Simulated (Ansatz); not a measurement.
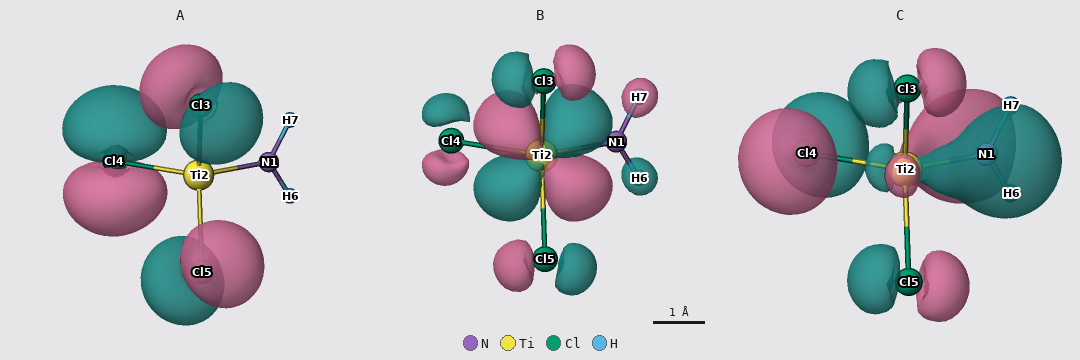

*Cl₃H₂NTi. Three frontier orbitals at ±0.1 Å⁻³ᐟ² (teal and pink are the two phases), in no order.*

Geometry: PBE0-D4/def2-TZVP.

All numbers below come from isolated molecule in a Gaussian basis; Kohn-Sham density functional theory, functional B2PLYP in Ansatz.

The calculation's input:

```
crystal:
  periodic: [false, false, false]
  atoms:
    - {symbol: "N", position_ang: [-0.676400, 0.479600, 0.813100]}
    - {symbol: Ti, position_ang: [0.416000, -0.273300, -0.459100]}
    - {symbol: Cl, position_ang: [1.922500, -1.442100, 0.599700]}
    - {symbol: Cl, position_ang: [-0.771400, -1.594700, -1.742800]}
    - {symbol: Cl, position_ang: [1.232300, 1.358700, -1.654500]}
    - {symbol: H, position_ang: [-1.200200, 1.334700, 0.679200]}
    - {symbol: H, position_ang: [-0.861700, 0.068900, 1.718900]}
basis:
  gaussian:
    orbitals: 6-31G_st__st_.json
hamiltonian:
  xc: {name: B2PLYP, parameters: {a: 0.4}}
  pseudopotentials:
    relativity: scalar
correlation:
  frozen_orbitals: {Cl: 5, H: 0, "N": 1, Ti: 5}
output:
  forces: true
  orbitals: {seedname: orbitals}
```

Launched as:

```sh
ansatz run run.yaml --threads 1 --pin off --max-ram 2610MiB --events-out events.jsonl --progress --plain --runs-dir runs
```

Q: Order the three orbitals by energy and name them.

A: A is the HOMO−1 (−9.55 eV). It lies mainly on Cl4 (about 45 %), Cl3 (about 25 %) and Cl5 (about 25 %); largely a combination of lone pairs on Cl4, Cl3 and Cl5. C is the HOMO (−8.94 eV). Its weight (Hirshfeld) is mainly on N1 (about 45 %), Cl4 (about 25 %), Ti2 (about 10 %), Cl3 (about 5 %) and Cl5 (about 5 %); largely a combination of lone pairs on N1, Cl4, Cl3 and Cl5. B is the LUMO (−2.29 eV). Its weight (Hirshfeld) is mainly on Ti2 (about 75 %), Cl3 (about 5 %) and Cl5 (about 5 %).

Q: What is the HOMO–LUMO gap?

A: 6.65 eV between the orbital energies.
